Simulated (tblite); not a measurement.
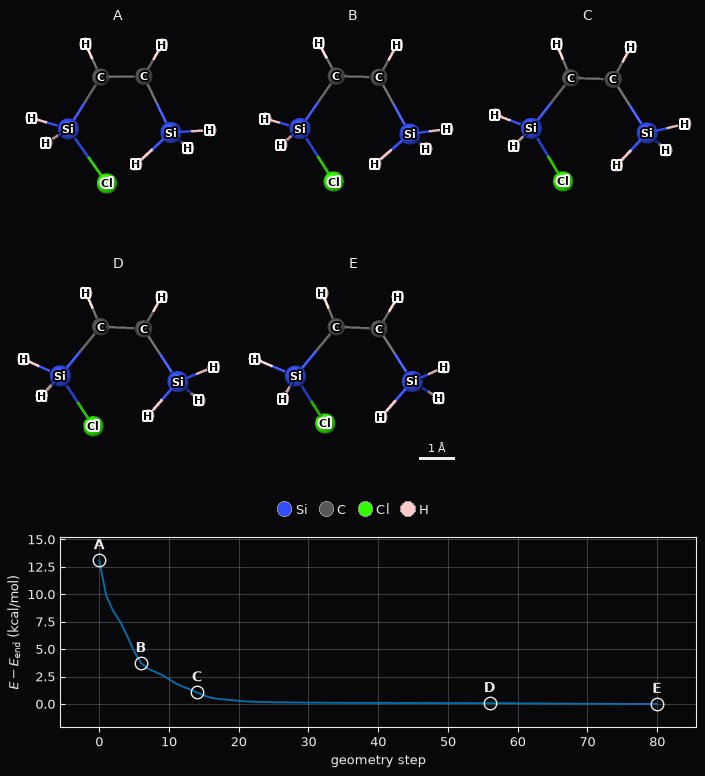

Frames of a relaxation of C2H7ClSi2, marked on the history of the run. Style: ball-and-stick. Shown from a free direction.

These are results of GFN2-xTB geometry optimisation, gas phase (tblite), not measurements. 

### Describe the path.

The largest move after the best rigid fit is that of the Cl atom, 0.73 Å. By element the largest moves are Cl 0.73 Å, H 0.55 Å, Si 0.24 Å, C 0.16 Å. Among the contacts that change: Cl–Si 3.015 → 3.744 Å, Si–Si 3.180 → 3.632 Å, C–Si 1.805 → 1.883 Å, Cl–Si 2.088 → 2.021 Å. Among the angles between lasting bonds that change: Si–C–C 116.3° → 127.8°, Si–C–H 121.8° → 114.8°, C–Si–H 113.1° → 107.0°. Over 80 geometry steps the energy falls by 13.1 kcal/mol. Cost: 0.84 s on 1 thread of Arm Neoverse N1 (shared host). From step 0 to 6: the Cl atom moves most (0.26 Å), energy −9.38 kcal/mol. From step 6 to 14: Cl and H atoms move most (0.22 Å), energy −2.66 kcal/mol. From step 14 to 56: an H atom moves most (0.16 Å), energy −0.98 kcal/mol. From step 56 to 80: an H atom moves most (0.24 Å), energy −0.08 kcal/mol.

| step | E − E(0), kcal/mol |
| --- | --- |
| 0 | 0.00 |
| 1 | -3.21 |
| 2 | -4.62 |
| 3 | -5.60 |
| 4 | -6.89 |
| 5 | -8.29 |
| 6 | -9.38 |
| 7 | -9.90 |
| 8 | -10.16 |
| 9 | -10.45 |
| 10 | -10.84 |
| 14 | -12.04 |
| 17 | -12.64 |
| 21 | -12.86 |
| 25 | -12.94 |
| 28 | -12.96 |
| 32 | -12.98 |
| 36 | -13.00 |
| 39 | -13.00 |
| 43 | -13.01 |
| 47 | -13.01 |
| 51 | -13.02 |
| 54 | -13.02 |
| 58 | -13.03 |
| 62 | -13.05 |
| 65 | -13.06 |
| 69 | -13.08 |
| 73 | -13.09 |
| 76 | -13.10 |
| 80 | -13.10 |
